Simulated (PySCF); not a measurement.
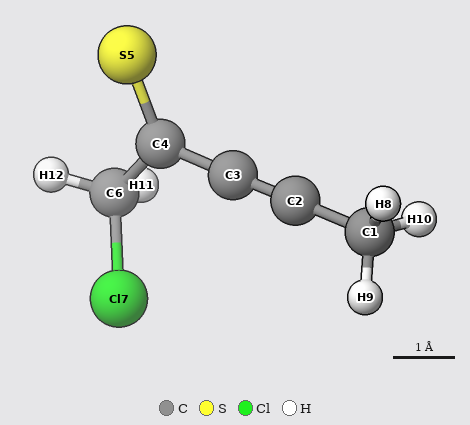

Fig. 1: The input geometry of run A (ball-and-stick view, seen at an oblique angle; atoms are numbered from 1 in the order of the input). Bond lengths as drawn: C–C 1.21 to 1.50 Å, C–Cl 1.79 Å, C–H 1.09 Å and C–S 1.64 Å.

# C$_{5}$H$_{5}$ClS: a changed input and its effect

System: C$_{5}$H$_{5}$ClS, SMILES CC#CC(=S)CCl.
Method of run A: GIAO PBE0/6-311+G(2d,p) NMR shielding, non-relativistic, gas phase (PySCF 2.14.0).

The geometry comes from this level: GFN2-xTB. Text and figures count atoms from 1; the logs count them from 0 in places.

## The input, run A
```
{"job": {"kind": "nmr", "xc": "PBE0", "basis": "6-311+G(2d,p)", "pop": true, "scf": {"aux": "def2-qzvpp-jkfit"}}, "charge": 0, "multiplicity": 1}
C      2.445836     0.283999     0.971261
C      1.187472     0.380379     0.285291
C      0.123434     0.440071    -0.285275
C     -1.092289     0.562911    -0.955840
S     -1.304099     1.652998    -2.159457
C     -2.204323    -0.363214    -0.575582
Cl    -2.240778    -0.670781     1.185797
H      2.991505     1.223279     0.887929
H      2.279870     0.051039     2.022907
H      3.042523    -0.512460     0.525523
H     -2.058873    -1.334053    -1.057824
H     -3.169080     0.049867    -0.870757
```

The first line tells a small driver script what to run in PySCF; the rest is the geometry in Å.

Launched with:
```bash
OMP_NUM_THREADS=1 python <driver script> task.json out
```

Hardware: 1 CPU thread, shared host.

## Output (run A)
```
final grid: 106392 points
cycle   1  E = -1051.3555653541  dE =  9.412e-01  |g| = 4.200e-01  |ddm| = 7.502e+02
cycle   2  E = -1051.3002673207  dE =  5.530e-02  |g| = 6.241e-01  |ddm| = 7.219e+00
cycle   3  E = -1051.3946123861  dE = -9.435e-02  |g| = 1.589e-01  |ddm| = 6.543e+00
cycle   4  E = -1051.4002907615  dE = -5.678e-03  |g| = 7.120e-02  |ddm| = 1.505e+00
cycle   5  E = -1051.4015425893  dE = -1.252e-03  |g| = 2.307e-02  |ddm| = 5.906e-01
cycle   6  E = -1051.4016507860  dE = -1.082e-04  |g| = 8.310e-03  |ddm| = 1.033e-01
cycle   7  E = -1051.4016702852  dE = -1.950e-05  |g| = 2.906e-03  |ddm| = 1.098e-01
cycle   8  E = -1051.4016725263  dE = -2.241e-06  |g| = 4.427e-04  |ddm| = 2.284e-02
cycle   9  E = -1051.4016725741  dE = -4.777e-08  |g| = 1.568e-04  |ddm| = 2.575e-03
cycle  10  E = -1051.4016725809  dE = -6.789e-09  |g| = 4.620e-05  |ddm| = 2.243e-03
cycle  11  E = -1051.4016725813  dE = -4.613e-10  |g| = 2.612e-05  |ddm| = 1.016e-03
converged SCF energy = -1051.4016725813

GIAO shielding tensors (ppm)
atom      isotropic    diamagn.    paramagn.     s11        s22        s33       span
  0 C      182.751     240.880     -58.129    176.131    178.023    194.098     17.966
  1 C       63.311     267.397    -204.086      1.511     30.567    157.854    156.343
  2 C       95.426     266.446    -171.020      5.120     12.565    268.592    263.472
  3 C      -46.323     234.744    -281.067   -209.819    -63.979    134.828    344.647
  4 S     -593.463    1053.706   -1647.170  -1897.723   -482.068    599.401   2497.125
  5 C      126.999     245.347    -118.348    108.432    125.119    147.447     39.015
  6 Cl     812.758    1147.131    -334.373    620.431    757.475   1060.368    439.937
  7 H       29.372      28.345       1.027     24.679     27.909     35.527     10.849
  8 H       29.586      28.695       0.891     24.559     28.308     35.890     11.332
  9 H       29.570      28.285       1.285     25.174     27.556     35.979     10.805
 10 H       27.151      30.398      -3.247     22.780     26.252     32.422      9.643
 11 H       27.026      27.965      -0.939     21.294     26.564     33.220     11.925
```

The input of run B differs as follows (lines with − go, lines with + come):
```diff
-"basis": "6-311+G(2d,p)"
-"pop": true
-"scf": {"aux": "def2-qzvpp-jkfit"}
+"basis": "pcSseg-1"
```

What does this change do to the results?

The total energy of run B is 86.7 kcal/mol higher, which measures the change of basis and not a stability. The dipole moment goes from 2.78 to 2.72 D. Of all shieldings, the largest change is that of S5, by −29.1 ppm. The SCF takes 15 iterations against 11. The basis functions go from 235 to 158.

## Output (run B)
```
coarse grid: 11784 points
cycle   1  E = -1051.1720908964  dE =  9.755e-01  |g| = 4.039e-01  |ddm| = 3.820e+00
cycle   2  E = -1051.1113280646  dE =  6.076e-02  |g| = 6.423e-01  |ddm| = 1.410e+00
cycle   3  E = -1051.2134031444  dE = -1.021e-01  |g| = 1.425e-01  |ddm| = 1.045e+00
cycle   4  E = -1051.2184553167  dE = -5.052e-03  |g| = 5.622e-02  |ddm| = 2.619e-01
cycle   5  E = -1051.2192206188  dE = -7.653e-04  |g| = 1.992e-02  |ddm| = 7.676e-02
cycle   6  E = -1051.2192990486  dE = -7.843e-05  |g| = 8.005e-03  |ddm| = 2.472e-02
cycle   7  E = -1051.2193175850  dE = -1.854e-05  |g| = 2.140e-03  |ddm| = 1.168e-02
cycle   8  E = -1051.2193187771  dE = -1.192e-06  |g| = 4.053e-04  |ddm| = 2.684e-03
final grid: 106392 points
cycle   9  E = -1051.2634178900  dE = -1.613e-05  |g| = 9.725e-03  |ddm| = 6.849e-02
cycle  10  E = -1051.2633469242  dE =  7.097e-05  |g| = 1.796e-02  |ddm| = 3.546e-02
cycle  11  E = -1051.2634416789  dE = -9.475e-05  |g| = 2.386e-03  |ddm| = 2.775e-02
cycle  12  E = -1051.2634431409  dE = -1.462e-06  |g| = 4.790e-04  |ddm| = 3.158e-03
cycle  13  E = -1051.2634431802  dE = -3.930e-08  |g| = 2.723e-04  |ddm| = 5.680e-04
cycle  14  E = -1051.2634431981  dE = -1.798e-08  |g| = 4.256e-05  |ddm| = 2.373e-04
cycle  15  E = -1051.2634431985  dE = -3.554e-10  |g| = 1.849e-05  |ddm| = 7.289e-05
converged SCF energy = -1051.2634431985

GIAO shielding tensors (ppm)
atom      isotropic    diamagn.    paramagn.     s11        s22        s33       span
  0 C      179.548     254.417     -74.869    172.801    174.695    191.149     18.348
  1 C       60.401     265.468    -205.066     -3.250     25.501    158.953    162.203
  2 C       92.619     251.086    -158.467      0.448      8.190    269.220    268.772
  3 C      -50.863     261.054    -311.917   -218.271    -67.975    133.656    351.927
  4 S     -622.592    1055.757   -1678.349  -1982.124   -508.009    622.356   2604.480
  5 C      124.164     246.995    -122.831    105.457    122.397    144.638     39.181
  6 Cl     820.225    1146.864    -326.639    616.952    775.059   1068.664    451.712
  7 H       29.038      27.412       1.626     24.154     27.404     35.557     11.404
  8 H       29.240      29.352      -0.112     24.031     27.878     35.811     11.780
  9 H       29.236      28.840       0.396     24.647     27.130     35.931     11.284
 10 H       27.128      28.226      -1.097     22.996     26.103     32.286      9.290
 11 H       27.083      29.312      -2.229     21.074     26.823     33.352     12.279
```

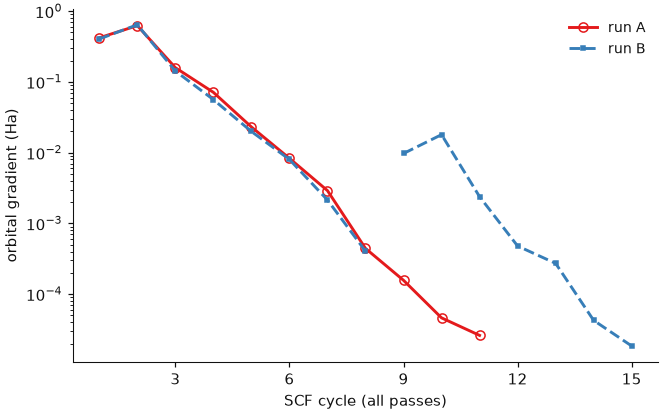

Fig. 2: Convergence of the two runs: orbital gradient against the SCF cycle. A break in a curve parts two SCF passes (coarse and final grid). Run A takes 11 cycles in all, and run B takes 15.

## The two runs side by side

| quantity | run A | run B |
| --- | --- | --- |
| outcome | converged | converged |
| total energy (hartree) | −1051.401673 | −1051.263443 |
| HOMO (eV) | −6.68 | −6.70 |
| LUMO (eV) | −2.91 | −2.90 |
| dipole moment (D) | 2.78 | 2.72 |
| shielding of C1 (ppm) | 182.8 | 179.5 |
| shielding of C2 (ppm) | 63.3 | 60.4 |
| shielding of C3 (ppm) | 95.4 | 92.6 |
| shielding of C4 (ppm) | −46.3 | −50.9 |
| shielding of S5 (ppm) | −593.5 | −622.6 |
| shielding of C6 (ppm) | 127.0 | 124.2 |
| shielding of Cl7 (ppm) | 812.8 | 820.2 |
| SCF iterations | 11 | 15 |
| basis functions | 235 | 158 |
| wall time (shared host) | 57 s | 42 s |
